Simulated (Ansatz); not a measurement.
# NaCoS2: relaxing a made-up structure, part 2 of 2

This structure for NaCoS2 is made up. Its elements were placed in a known structure type with a cell scaled to their sizes. What cell does the guess relax to, and how far off was it?

Ansatz 0.2.0; DFT, PBE, plane-wave PAW, files of the set soft_1, scalar-relativistic, ferromagnetic start, cell and ions relaxed at zero pressure; PAW set soft_1 (the session's first sound run).

So far: Starting point; Relaxation of the guess. The relaxed cell has a = 3.455, c = 12.804 Å (conventional setting).

## 3. Electronic structure of the relaxed cell

With the geometry fixed, one more self-consistent run, with a narrower smearing and the mesh shown in its input, gives the bands, and its pressure, and its forces where symmetry allows any, show how far the geometry depends on these settings.

This step: DFT, PBE, plane-wave PAW, files of the set soft_1, scalar-relativistic, no spin, bands and density of states at the relaxed cell; PAW set soft_1 (Ansatz 0.2.0).

The input, input.yaml:

```yaml
crystal:
  lattice:
    - [3.455153031, 0.0, 0.0]
    - [-1.7275765155, 2.9922502988, 0.0]
    - [0.0, 0.0, 12.8044226796]
  atoms:
    - { symbol: Co, position: [0.0, 0.0, 0.0] }
    - { symbol: Co, position: [0.0, 0.0, 0.5] }
    - { symbol: S, position: [0.3333333333, 0.6666666667, 0.0884472638] }
    - { symbol: S, position: [0.6666666667, 0.3333333333, 0.9115527362] }
    - { symbol: S, position: [0.6666666667, 0.3333333333, 0.5884472638] }
    - { symbol: S, position: [0.3333333333, 0.6666666667, 0.4115527362] }
    - { symbol: Na, position: [0.3333333333, 0.6666666667, 0.75] }
    - { symbol: Na, position: [0.6666666667, 0.3333333333, 0.25] }
kpoints:
  mp_grid: { grid: [10, 10, 4] }
  band_path:
    path:
      - [[0.0, 0.0, 0.0], [0.5, 0.0, 0.0], [0.33333333, 0.33333333, 0.0], [0.0, 0.0, 0.0], [0.0, 0.0, 0.5], [0.5, 0.0, 0.5], [0.33333333, 0.33333333, 0.5], [0.0, 0.0, 0.5]]
      - [[0.5, 0.0, 0.5], [0.5, 0.0, 0.0]]
      - [[0.33333333, 0.33333333, 0.0], [0.33333333, 0.33333333, 0.5]]
    npoints: 8
scf:
  occupations: { method: fermi_dirac, width: 0.03 }
  n_extra_bands: 12
hamiltonian:
  xc: pbe
  pseudopotentials: { kind: paw, azcp: { folder: soft_1 } }
output:
  forces: true
  stress: true
  write_bands: true
  dos: { projected: true }
  write_density: true
  write_potential: true
  elf: true
  volumetric_format: npy
```

Run with:

```bash
ansatz run input.yaml --threads 4 --pin off --max-ram 10240MiB --backend cpu --events-out ev --progress --plain --runs-dir out
```

Numbers of over 12 decimals in the logs are rounded to 6 here.

Log:

```text
[...]
Crystal: 8 atoms, lattice volume = 132.381 Å³
Basis set: ecut = 420 eV, 2569 PW (Γ), exchange–correlation on 48×48×180 points (8 copies of the dense FFT grid, shifted against one another)
Bands: 50, of which v1, the nominal top of the filled ones, is band 38 counted from 1 (37 counted from 0)
Symmetry: 24 space group operations
[...]
k-points: 42 of 400
[...]
SCF iter   1: F=—  HF=-16843.067406 eV  |F-HF|=—  |Δ(HF+E_count)|=         —  Δρ=1.82e-1  dr2=3.79e1  ethr=3.10e-3  ⟨swp⟩=7.5  Hψ=8949  notcnv=0  defer=6
[...]
SCF iter  10: F=-16838.744542 eV  HF=-16838.744542 eV  |F-HF|=8.54e-9  |Δ(HF+E_count)|=   3.70e-7  Δρ=1.03e-5  dr2=5.60e-8  ethr=1.32e-10  ⟨swp⟩=16.6  Hψ=17573  notcnv=0
SCF 1 converged in 10 iterations: F = -16838.744542 eV  dr2 = 5.60e-8
[...]
NSCF: frozen V_eff on 75 k-points
SCF converged after 10 iterations
Free energy (F): -16838.744542 eV
[...]
Internal energy: -16838.744541 eV  (E = F + TS)
E sigma→0 (E₀):  -16838.744541 eV
Entropy (-TS):   -0.000001 eV (-0.000 meV/atom)
Fermi energy:    8.562973 eV
[...]
--- Forces (eV/Å), atoms counted from 1 ---
  atom   1  Co    -0.00000000     0.00000000     0.00000000
  atom   2  Co    -0.00000000     0.00000000     0.00000000
  atom   3  S     -0.00000000    -0.00000000    -0.00227446
  atom   4  S      0.00000000     0.00000000     0.00227446
  atom   5  S      0.00000000     0.00000000    -0.00227446
  atom   6  S     -0.00000000    -0.00000000     0.00227446
  atom   7  Na     0.00000000     0.00000000     0.00000000
  atom   8  Na     0.00000000    -0.00000000    -0.00000000
  max |Σ_I F_I| component: 2.78e-17 eV/Å
--- Stress (GPa, compression-positive) ---
        0.001851      -0.000000       0.000000
        0.000000       0.001851      -0.000000
        0.000000      -0.000000       0.009881
  P = ⅓ Tr σ = 0.0045 GPa (0.045 kbar)
--- Band table (eV; the first three rows and the last of 42) ---
  k-point 0: bands = [... 34 lower, 7.7648, 7.8109, 7.8109, 7.9680, 10.3260, 10.3260, 10.3784, 10.3784, ... 8 higher]
  k-point 1: bands = [... 34 lower, 7.7867, 7.8041, 7.8041, 7.9532, 10.3338, 10.3338, 10.3708, 10.3708, ... 8 higher]
  k-point 2: bands = [... 34 lower, 7.7877, 7.7877, 7.9016, 7.9016, 10.3524, 10.3524, 10.3524, 10.3524, ... 8 higher]
  k-point 41: bands = [... 34 lower, 7.6416, 7.6416, 7.8452, 7.8452, 9.2162, 9.2162, 9.5133, 9.5133, ... 8 higher]
```

Elapsed: 4.3 s, on 4 threads of Intel Xeon 6975P-C (Granite Rapids), shared host; peak memory 0.67 GiB.

In the SCF lines HF is the Harris–Foulkes energy and dr2 the Hartree energy of the density residual, in eV; the loop may stop once dr2 is under the threshold and the program's other checks hold. Hψ counts applications of the Hamiltonian.

This step gave:

```yaml
fermi_energy: 8.563 eV
gap_by_band_count: 0.6933 eV
pressure: 0.004527 GPa
```

From bands.tsv. Electronic bands along the path, in eV, zero at the valence top; v1 is the highest filled band, c1 the lowest empty one:

| point | v4 | v3 | v2 | v1 | c1 | c2 | c3 | c4 |
| --- | --- | --- | --- | --- | --- | --- | --- | --- |
| Γ | -0.44 | -0.40 | -0.40 | -0.24 | 2.12 | 2.12 | 2.17 | 2.17 |
| M | -0.83 | -0.83 | -0.73 | -0.70 | 1.35 | 1.83 | 1.90 | 1.97 |
| K | -0.50 | -0.50 | -0.40 | -0.40 | 0.97 | 0.97 | 1.30 | 1.30 |
| Γ | -0.44 | -0.40 | -0.40 | -0.24 | 2.12 | 2.12 | 2.17 | 2.17 |
| A | -0.42 | -0.42 | -0.31 | -0.31 | 2.14 | 2.14 | 2.14 | 2.14 |
| L | -0.83 | -0.83 | -0.72 | -0.72 | 1.56 | 1.56 | 1.94 | 1.94 |
| H | -0.50 | -0.50 | -0.40 | -0.40 | 1.10 | 1.10 | 1.16 | 1.16 |
| A | -0.42 | -0.42 | -0.31 | -0.31 | 2.14 | 2.14 | 2.14 | 2.14 |
| jump to L | -0.83 | -0.83 | -0.72 | -0.72 | 1.56 | 1.56 | 1.94 | 1.94 |
| M | -0.83 | -0.83 | -0.73 | -0.70 | 1.35 | 1.83 | 1.90 | 1.97 |
| jump to K | -0.50 | -0.50 | -0.40 | -0.40 | 0.97 | 0.97 | 1.30 | 1.30 |
| H | -0.50 | -0.50 | -0.40 | -0.40 | 1.10 | 1.10 | 1.16 | 1.16 |

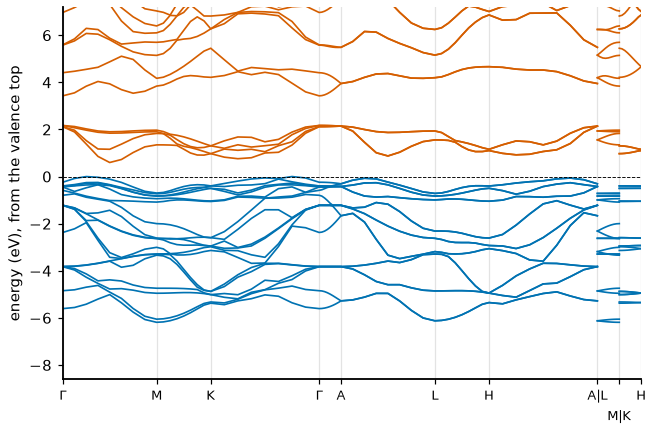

Electronic bands along the path; lines of filled and empty bands in two colours.

States per cell as run, both spins, in windows of 1 eV, from dos.tsv (zero at the valence-band top):

| from | to | total |
| --- | --- | --- |
| -8 | -7 | 0.00 |
| -7 | -6 | 0.15 |
| -6 | -5 | 3.38 |
| -5 | -4 | 5.22 |
| -4 | -3 | 6.74 |
| -3 | -2 | 5.23 |
| -2 | -1 | 3.29 |
| -1 | 0 | 12.00 |
| 0 | 1 | 0.98 |
| 1 | 2 | 6.85 |
| 2 | 3 | 0.17 |
| 3 | 4 | 0.45 |
| 4 | 5 | 3.53 |

A further 40.0 states lie below the table's range.

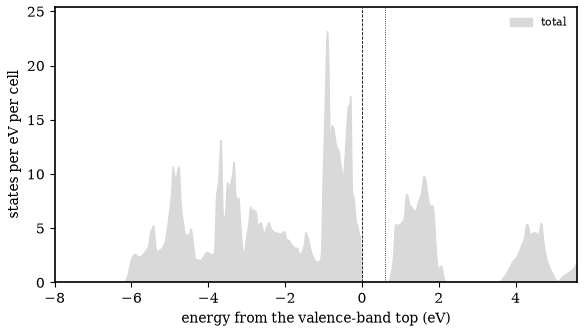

Total density of states, smoothed over about 0.04 eV. The dotted line marks the lowest empty level found on the path.

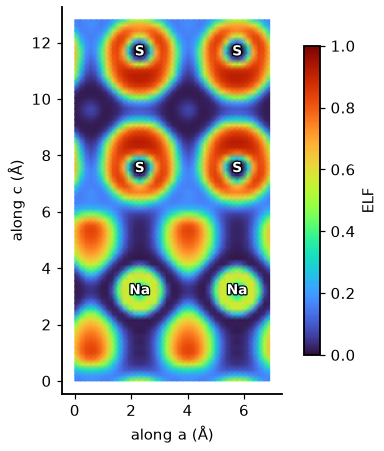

ELF in the ac plane at fractional y = 0.333, with atoms of S and Na within 0.2 Å of it. It is the smooth field of the valence electrons, not physical close to the nuclei.

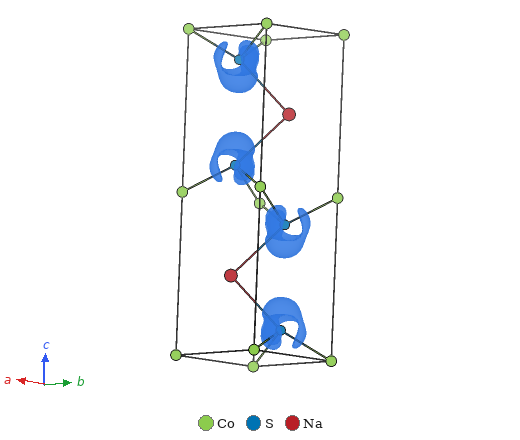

Surface of ELF = 0.84. Bonds to atoms that aren't drawn are left out.

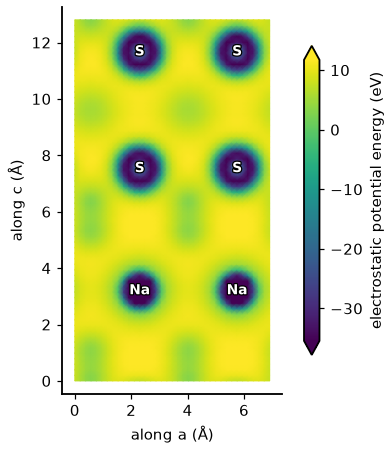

Electrostatic potential energy in the ac plane at fractional y = 0.333, with atoms of S and Na within 0.2 Å of it. With pseudopotentials it is smooth inside the atoms' cores, unlike the true potential.

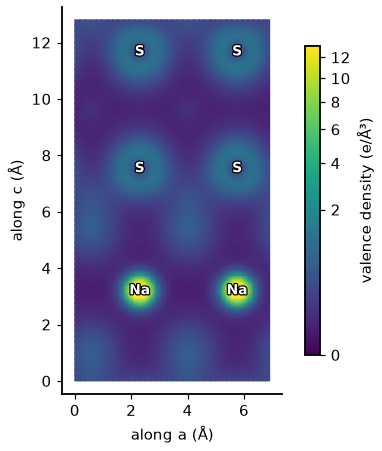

Valence density in the ac plane at fractional y = 0.333, with atoms of S and Na within 0.2 Å of it. It is the smooth field of the valence electrons, not physical close to the nuclei. The colour scale is stretched toward low values.

## 4. Outcome

```yaml
space_group_relaxed: P6_3/mmc
conventional_cell: a = 3.455, b = 3.455, c = 12.804 Å; α = 90.0°, β = 90.0°, γ = 120.0°
volume_per_atom: 16.55 Å³ (guess 15.98)
total_moment: 0.00 μB in the cell of 8 atoms
```

In words: NaCoS2 relaxes to P6_3/mmc with a = 3.455, b = 3.455 and c = 12.804 Å. The guessed volume was 3 % too small. The space group P6_3/mmc was held in the relaxation, so the end point is a stationary structure within it and may be a saddle against distortions or other arrangements. The moments died out from this one start and weren't seeded again at the relaxed cell. It has an indirect Kohn–Sham gap of 0.60 eV, which semilocal functionals understate. On the 10×10×4 mesh with the narrower smearing (relaxed on 9×9×3) the largest force component is 0.002 eV/Å and the largest stress component is 0.010 GPa, within the relaxation's thresholds of 0.015 eV/Å and 0.05 GPa. The cutoff wasn't tested. No dispersion term is used, so weakly bound directions may come out too long. Nothing here tests whether the compound is stable against decomposition.

[Logs are printed without paths, hosts, clocks, repeated set-up lines and the standing remarks that a program may print on its own settings, such as how far it seeks lower states.]

[Hosts, paths, dates, database ids (printed as entryN), source tags and the programs' standing remarks are cut or masked in the printed files.]
